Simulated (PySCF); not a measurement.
```yaml
atoms:
  - { symbol: N, position_ang: [3.4797, -1.3216, -0.6523] }
  - { symbol: C, position_ang: [2.3941, -1.0077, -0.4580] }
  - { symbol: C, position_ang: [1.0625, -0.6035, -0.2180] }
  - { symbol: C, position_ang: [0.8184, 0.7581, -0.0590] }
  - { symbol: C, position_ang: [-0.4368, 1.2834, 0.1797] }
  - { symbol: C, position_ang: [-1.5691, 0.4882, 0.2810] }
  - { symbol: C, position_ang: [-1.5189, -0.8816, 0.1507] }
  - { symbol: F, position_ang: [-2.6882, -1.5513, 0.2688] }
  - { symbol: P, position_ang: [-0.1278, -1.8878, -0.1521] }
  - { symbol: H, position_ang: [1.6634, 1.4304, -0.1270] }
  - { symbol: H, position_ang: [-0.5436, 2.3517, 0.2917] }
  - { symbol: H, position_ang: [-2.5325, 0.9409, 0.4683] }
```

Geometry: GFN2-xTB.

The calculation used PBE0/def2-SVPD, SCF density, gas phase in PySCF 2.14.0.

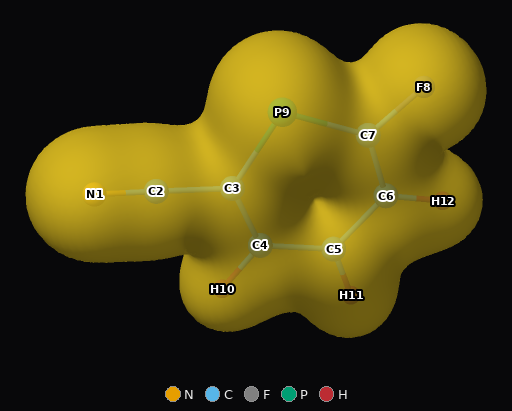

C6H3FNP (SMILES N#Cc1cccc(F)p1). Isosurface of the total electron density at 0.1 e/Å³ (yellow), seen at a tilt.

> What does this surface tell about the bonding?

At this value the surface is in one piece. It bridges the sampled C–N (1.15 Å), C–F (1.35 Å), C–C (1.38 Å) and C–P (1.74 Å) contacts, where the density stays above the isovalue. On the grid the lowest density along these lines, outside the cores, is 3.3 e/Å³ (C–N, 1.15 Å), 1.7 e/Å³ (C–F, 1.35 Å), 2.1 e/Å³ (C–C, 1.38 Å) and 1.1 e/Å³ (C–P, 1.74 Å).
